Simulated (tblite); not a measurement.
Run report: C₄H₁₂PSi₂, geometry relaxation (part 1 of 2)

- system: C₄H₁₂PSi₂, multiplicity 2
- method: GFN2-xTB geometry optimisation, gas phase (tblite 0.8.0)

It belongs to a series of runs on one base structure; here: H removed from Si.

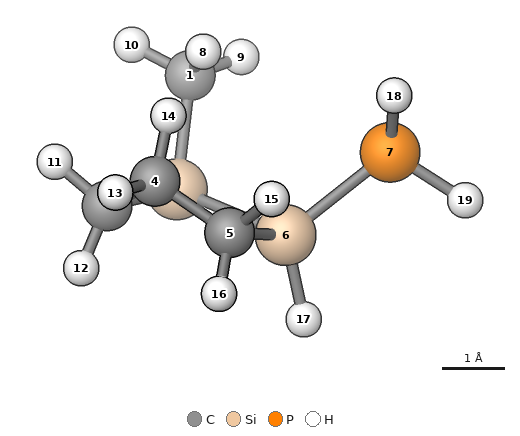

Figure 1. The starting structure (ball-and-stick view, seen at a tilt; atoms are numbered from 1 in the order of the input). Bond lengths as drawn: C–C 1.47 to 1.49 Å, C–H 1.09 to 1.13 Å, C–Si 1.88 Å, H–P 1.45 to 1.46 Å, H–Si 1.45 Å, P–Si 2.18 Å and Si–Si 2.26 Å.

Summary

- outcome: converged
- total energy: −560.1137 eV
- hardware: 1 CPU thread, shared host
- wall time: 2.1 s
- peak memory: 0.18 GiB

Input
```
{"job": {"kind": "relax", "xc": "GFN2-xTB", "basis": "xTB"}, "charge": 0, "multiplicity": 2}
C      0.110700     2.286300    -0.296900
Si    -0.308400     0.853300    -1.434300
C     -1.818100     0.049200    -0.645500
C     -1.338500    -0.531100     0.620600
C     -0.299200    -1.576500     0.402100
Si     1.008600    -0.854100    -0.745600
P      2.801000    -0.183800     0.297100
H      0.080700     1.924600     0.761800
H      1.111200     2.696700    -0.477300
H     -0.675700     3.084100    -0.351900
H     -2.533300     0.884300    -0.408300
H     -2.331200    -0.646100    -1.330600
H     -2.219500    -1.054100     1.106400
H     -1.005800     0.275100     1.285300
H      0.234200    -1.723300     1.367400
H     -0.673000    -2.546100     0.059000
H      1.250500    -1.773400    -1.843700
H      2.664400    -0.144700     1.739800
H      3.931700    -1.010900    -0.112700
```

The first line tells a small driver script what to run in tblite; the rest is the geometry in Å.

Run as:
```bash
OMP_NUM_THREADS=1 python <driver script> task.json out
```

What the program printed
```
step      E/eV     max force
  0    -558.74708    2.660
  1    -559.09825    1.582
  2    -559.30352    1.327
  3    -559.53915    1.234
  4    -559.68137    0.778
  5    -559.72872    0.528
  6    -559.75940    0.391
  7    -559.78026    0.397
  8    -559.79744    0.353
  9    -559.81088    0.316
 10    -559.82262    0.268
 11    -559.83749    0.354
 12    -559.85666    0.351
 13    -559.87256    0.288
 14    -559.88096    0.212
 15    -559.88594    0.139
 16    -559.88962    0.132
 17    -559.89340    0.174
 18    -559.89676    0.182
 19    -559.89930    0.122
 20    -559.90140    0.116
 21    -559.90365    0.126
 22    -559.90622    0.148
 23    -559.90837    0.125
 24    -559.90971    0.070
 25    -559.91066    0.072
 26    -559.91160    0.089
 27    -559.91254    0.091
 28    -559.91341    0.060
 29    -559.91433    0.063
 30    -559.91555    0.101
 31    -559.91732    0.156
 32    -559.91963    0.166
 33    -559.92212    0.130
 34    -559.92458    0.129
 35    -559.92711    0.112
 36    -559.92958    0.141
 37    -559.93187    0.126
 38    -559.93398    0.105
 39    -559.93586    0.103
 40    -559.93762    0.126
 41    -559.93954    0.132
 42    -559.94179    0.112
 43    -559.94429    0.122
 44    -559.94660    0.101
 45    -559.94831    0.079
 46    -559.94963    0.083
 47    -559.95095    0.086
 48    -559.95239    0.092
 49    -559.95385    0.103
 50    -559.95519    0.101
 51    -559.95659    0.100
 52    -559.95833    0.113
 53    -559.96023    0.103
 54    -559.96183    0.083
 55    -559.96315    0.091
 56    -559.96446    0.145
 57    -559.96594    0.159
 58    -559.96788    0.139
 59    -559.97055    0.089
 60    -559.97155    0.060
 61    -559.97268    0.073
 62    -559.97347    0.064
 63    -559.97400    0.036
 64    -559.97427    0.036
 65    -559.97447    0.036
 66    -559.97468    0.042
 67    -559.97490    0.043
 68    -559.97510    0.041
 69    -559.97527    0.032
 70    -559.97541    0.029
 71    -559.97556    0.032
 72    -559.97573    0.035
 73    -559.97593    0.039
 74    -559.97617    0.041
 75    -559.97641    0.036
 76    -559.97666    0.035
 77    -559.97691    0.033
 78    -559.97721    0.035
 79    -559.97753    0.046
 80    -559.97781    0.038
 81    -559.97799    0.025
 82    -559.97812    0.025
 83    -559.97825    0.023
 84    -559.97840    0.030
 85    -559.97856    0.025
 86    -559.97870    0.023
 87    -559.97883    0.025
 88    -559.97897    0.029
 89    -559.97914    0.028
 90    -559.97933    0.036
 91    -559.97958    0.040
 92    -559.97987    0.039
 93    -559.98020    0.047
 94    -559.98058    0.048
 95    -559.98109    0.069
 96    -559.98193    0.094
 97    -559.98304    0.114
 98    -559.98432    0.099
 99    -559.98540    0.151
100    -559.98677    0.072
101    -559.98751    0.067
102    -559.98894    0.100
103    -559.98981    0.067
104    -559.99056    0.098
105    -559.99128    0.074
106    -559.99183    0.064
107    -559.99267    0.078
108    -559.99333    0.078
109    -559.99433    0.120
110    -559.99533    0.117
111    -559.99644    0.112
112    -559.99789    0.062
113    -559.99919    0.064
114    -560.00066    0.071
115    -560.00059    0.191
116    -560.00260    0.092
117    -560.00314    0.046
118    -560.00385    0.094
119    -560.00445    0.058
120    -560.00581    0.051
121    -560.00752    0.064
122    -560.00989    0.088
123    -560.01116    0.093
124    -560.01199    0.072
125    -560.01287    0.059
126    -560.01390    0.052
127    -560.01459    0.044
128    -560.01509    0.040
129    -560.01539    0.031
130    -560.01566    0.030
131    -560.01588    0.036
132    -560.01605    0.035
133    -560.01619    0.036
134    -560.01635    0.042
135    -560.01658    0.055
136    -560.01691    0.052
137    -560.01737    0.077
138    -560.01808    0.053
139    -560.01904    0.056
140    -560.02022    0.064
141    -560.02079    0.136
142    -560.02164    0.061
143    -560.02211    0.052
144    -560.02256    0.043
145    -560.02285    0.060
146    -560.02319    0.068
147    -560.02342    0.060
148    -560.02367    0.045
149    -560.02385    0.032
150    -560.02403    0.044
151    -560.02421    0.039
152    -560.02444    0.041
153    -560.02479    0.061
154    -560.02531    0.085
155    -560.02584    0.100
156    -560.02667    0.113
157    -560.02775    0.113
158    -560.02941    0.142
159    -560.03066    0.135
160    -560.02439    0.611
161    -560.03385    0.090
162    -560.03551    0.073
163    -560.03672    0.494
164    -560.04014    0.066
165    -560.04163    0.102
166    -560.04082    0.434
167    -560.04419    0.104
168    -560.04532    0.104
169    -560.04580    0.428
170    -560.05024    0.077
171    -560.05227    0.084
172    -560.05275    0.387
173    -560.05732    0.071
174    -560.05929    0.083
175    -560.05922    0.403
176    -560.06392    0.079
177    -560.06577    0.087
178    -560.06590    0.462
179    -560.07021    0.070
180    -560.07163    0.101
181    -560.07240    0.427
182    -560.07517    0.125
183    -560.07634    0.125
184    -560.07867    0.336
185    -560.08081    0.076
186    -560.08212    0.068
187    -560.08099    0.379
188    -560.08571    0.072
189    -560.08701    0.055
190    -560.08546    0.324
191    -560.08913    0.055
192    -560.08993    0.059
193    -560.09121    0.215
194    -560.09258    0.064
195    -560.09343    0.061
196    -560.09517    0.062
197    -560.09585    0.062
198    -560.09661    0.075
199    -560.09719    0.059
200    -560.09788    0.050
201    -560.09841    0.057
202    -560.09889    0.060
203    -560.09950    0.057
204    -560.10076    0.082
205    -560.10150    0.070
206    -560.10287    0.112
207    -560.10412    0.089
208    -560.10493    0.082
209    -560.10592    0.054
210    -560.10661    0.045
211    -560.10685    0.039
212    -560.10712    0.033
213    -560.10734    0.027
214    -560.10756    0.027
215    -560.10772    0.026
216    -560.10789    0.030
217    -560.10810    0.043
218    -560.10835    0.043
219    -560.10856    0.030
220    -560.10872    0.031
221    -560.10884    0.020
222    -560.10903    0.034
223    -560.10923    0.037
224    -560.10956    0.030
225    -560.10991    0.029
226    -560.11032    0.045
227    -560.11073    0.057
228    -560.11034    0.144
229    -560.11132    0.059
230    -560.11153    0.047
231    -560.11187    0.023
232    -560.11198    0.033
233    -560.11208    0.043
234    -560.11225    0.042
235    -560.11234    0.032
236    -560.11241    0.018
237    -560.11244    0.016
238    -560.11249    0.013
239    -560.11253    0.013
240    -560.11256    0.019
241    -560.11260    0.025
242    -560.11264    0.026
243    -560.11268    0.025
244    -560.11271    0.021
245    -560.11274    0.020
246    -560.11278    0.018
247    -560.11282    0.017
248    -560.11286    0.016
249    -560.11290    0.018
250    -560.11297    0.018
251    -560.11305    0.017
252    -560.11314    0.019
253    -560.11322    0.017
254    -560.11329    0.016
255    -560.11335    0.018
256    -560.11341    0.015
257    -560.11345    0.015
258    -560.11350    0.013
259    -560.11354    0.017
260    -560.11359    0.014
261    -560.11363    0.013
262    -560.11366    0.011
263    -560.11368    0.008
```

Trajectory as extended XYZ (Å, eV, eV/Å), 12 of the 264 frames kept, from step=0 to step=263
```
19
Properties=species:S:1:pos:R:3:forces:R:3 step=0 energy=-558.74708
C     0.1107    2.2863   -0.2969   -0.5630   1.0170   1.0250
Si   -0.3084    0.8533   -1.4343    0.4260   0.3090  -0.9930
C    -1.8181    0.0492   -0.6455   -1.6550   1.7190  -1.1300
C    -1.3385   -0.5311    0.6206   -1.9090  -1.2990   1.3200
C    -0.2992   -1.5765    0.4021    1.4510  -0.5470   0.9860
Si    1.0086   -0.8541   -0.7456    0.3770  -0.8370  -0.6010
P     2.8010   -0.1838    0.2971    1.6130   1.2380   0.1280
H     0.0807    1.9246    0.7618    0.1860   0.3700  -0.7530
H     1.1112    2.6967   -0.4773   -0.4880   0.0340   0.0670
H    -0.6757    3.0841   -0.3519    0.9360  -0.4260   0.0010
H    -2.5333    0.8843   -0.4083    0.1470  -0.8340  -0.2340
H    -2.3312   -0.6461   -1.3306    0.1570   0.0820   0.5360
H    -2.2195   -1.0541    1.1064    0.6340   0.6320   0.0410
H    -1.0058    0.2751    1.2853    0.0190  -0.3810  -0.0030
H     0.2342   -1.7233    1.3674   -0.4960  -0.4110  -0.2750
H    -0.6730   -2.5461    0.0590   -0.1540   0.3610   0.1350
H     1.2505   -1.7734   -1.8437    0.2900  -0.3130  -0.1360
H     2.6644   -0.1447    1.7398    0.2450  -0.9430  -1.1060
H     3.9317   -1.0109   -0.1127   -1.2180   0.2280   0.9930
19
Properties=species:S:1:pos:R:3:forces:R:3 step=24 energy=-559.90971
C     0.1032    2.4355   -0.3001   -0.0030   0.0190  -0.0090
Si   -0.3107    0.9219   -1.4036   -0.0470  -0.0140  -0.0440
C    -1.8633    0.0895   -0.6193    0.0080   0.0070   0.0400
C    -1.3859   -0.5835    0.6689    0.0070  -0.0620   0.0210
C    -0.2483   -1.5761    0.4124    0.0600  -0.0370   0.0000
Si    1.0719   -0.8465   -0.7902   -0.0120   0.0010  -0.0280
P     2.9184    0.0085    0.2101   -0.0110  -0.0410   0.0070
H     0.1282    2.1260    0.7443    0.0150   0.0480  -0.0180
H     1.0866    2.8255   -0.5470   -0.0100   0.0320   0.0090
H    -0.6159    3.2450   -0.3887    0.0150   0.0050  -0.0230
H    -2.6683    0.7892   -0.3915    0.0240  -0.0150  -0.0120
H    -2.2762   -0.6686   -1.2892    0.0130   0.0460   0.0420
H    -2.2202   -1.1083    1.1457   -0.0080  -0.0120   0.0110
H    -1.0532    0.1811    1.3780    0.0180  -0.0100  -0.0520
H     0.1975   -1.8741    1.3629   -0.0540  -0.0240   0.0300
H    -0.6645   -2.4793   -0.0358    0.0000   0.0080  -0.0240
H     1.5347   -1.9567   -1.6449   -0.0270   0.0400   0.0000
H     2.5766   -0.3965    1.4862    0.0090  -0.0150   0.0070
H     3.6796   -1.1232   -0.0056    0.0040   0.0230   0.0430
19
Properties=species:S:1:pos:R:3:forces:R:3 step=48 energy=-559.95239
C     0.0728    2.6084   -0.4594   -0.0060   0.0120  -0.0020
Si   -0.3102    0.9376   -1.3156    0.0100  -0.0910  -0.0020
C    -1.8314    0.0952   -0.4814   -0.0090   0.0260  -0.0010
C    -1.3271   -0.6854    0.7347   -0.0320   0.0120   0.0170
C    -0.2525   -1.7015    0.3403   -0.0230   0.0200   0.0060
Si    1.0892   -0.8214   -0.7284   -0.0520   0.0360  -0.0130
P     2.9072   -0.0858    0.3978    0.0450   0.0230  -0.0040
H     0.1289    2.5031    0.6239   -0.0300  -0.0320  -0.0510
H     1.0354    2.9803   -0.7994   -0.0050   0.0250   0.0130
H    -0.6742    3.3647   -0.6842    0.0080   0.0040   0.0190
H    -2.6077    0.8001   -0.1811    0.0180  -0.0390   0.0110
H    -2.2866   -0.6094   -1.1816   -0.0440   0.0510   0.0480
H    -2.1657   -1.1979    1.2197    0.0300  -0.0340  -0.0260
H    -0.9203    0.0128    1.4728    0.0430   0.0180  -0.0210
H     0.1471   -2.1839    1.2349    0.0110   0.0530  -0.0160
H    -0.7208   -2.4880   -0.2528    0.0260   0.0050  -0.0430
H     1.5540   -1.7610   -1.7595    0.0280  -0.0420  -0.0140
H     2.4840   -0.5418    1.6279   -0.0120  -0.0160   0.0800
H     3.6681   -1.2169    0.1841   -0.0070  -0.0310  -0.0020
19
Properties=species:S:1:pos:R:3:forces:R:3 step=72 energy=-559.97573
C    -0.0114    2.6808   -0.6264    0.0050   0.0070   0.0130
Si   -0.3341    0.9182   -1.3006    0.0200   0.0130  -0.0260
C    -1.8211    0.1463   -0.3433    0.0140  -0.0010   0.0050
C    -1.2529   -0.7405    0.7649    0.0150  -0.0080   0.0170
C    -0.2199   -1.7299    0.2260    0.0010  -0.0070   0.0020
Si    1.1527   -0.7604   -0.7086   -0.0040   0.0200   0.0060
P     2.9255   -0.2140    0.6053   -0.0100  -0.0070  -0.0090
H     0.0309    2.6796    0.4616    0.0000  -0.0060  -0.0090
H     0.9401    3.0556   -0.9923   -0.0110   0.0150   0.0080
H    -0.7829    3.3845   -0.9264    0.0050  -0.0130  -0.0020
H    -2.4787    0.9010    0.0883   -0.0150  -0.0030   0.0050
H    -2.4338   -0.4679   -1.0044   -0.0070   0.0050  -0.0100
H    -2.0634   -1.2851    1.2606   -0.0030   0.0010  -0.0010
H    -0.7787   -0.1102    1.5242    0.0040   0.0140   0.0130
H     0.1682   -2.3330    1.0481    0.0080  -0.0080  -0.0160
H    -0.7080   -2.4132   -0.4698   -0.0070  -0.0120   0.0110
H     1.6889   -1.6105   -1.7845    0.0050  -0.0200  -0.0150
H     2.3687   -0.6893    1.7793   -0.0140   0.0120  -0.0010
H     3.6001   -1.4026    0.3906   -0.0050  -0.0020   0.0090
19
Properties=species:S:1:pos:R:3:forces:R:3 step=96 energy=-559.98193
C    -0.0247    2.6750   -0.6105   -0.0080  -0.0220   0.0120
Si   -0.3291    0.9248   -1.3351    0.0590  -0.0190   0.0500
C    -1.7890    0.1525   -0.3367   -0.0250   0.0160  -0.0360
C    -1.1953   -0.7302    0.7614   -0.0480   0.0030   0.0080
C    -0.2045   -1.7436    0.1934    0.0040  -0.0030  -0.0070
Si    1.1507   -0.7864   -0.7749    0.0620   0.0400  -0.0590
P     2.9060   -0.2325    0.5624   -0.0470  -0.0150  -0.0010
H     0.0262    2.6343    0.4765    0.0280  -0.0130  -0.0060
H     0.9134    3.0870   -0.9707   -0.0190   0.0080   0.0030
H    -0.8188    3.3706   -0.8708    0.0300  -0.0250  -0.0320
H    -2.4376    0.9128    0.1005    0.0040  -0.0290   0.0310
H    -2.4188   -0.4652   -0.9790    0.0000  -0.0020   0.0000
H    -1.9986   -1.2535    1.2873   -0.0380  -0.0240   0.0490
H    -0.6829   -0.1036    1.4991   -0.0030   0.0240  -0.0030
H     0.2075   -2.3471    1.0034   -0.0010  -0.0050   0.0000
H    -0.7328   -2.4258   -0.4740    0.0170   0.0120  -0.0140
H     1.7055   -1.6605   -1.8274   -0.0280   0.0400   0.0320
H     2.2416   -0.5046    1.7476    0.0110   0.0290  -0.0380
H     3.4713   -1.4948    0.5399    0.0020  -0.0140   0.0110
```
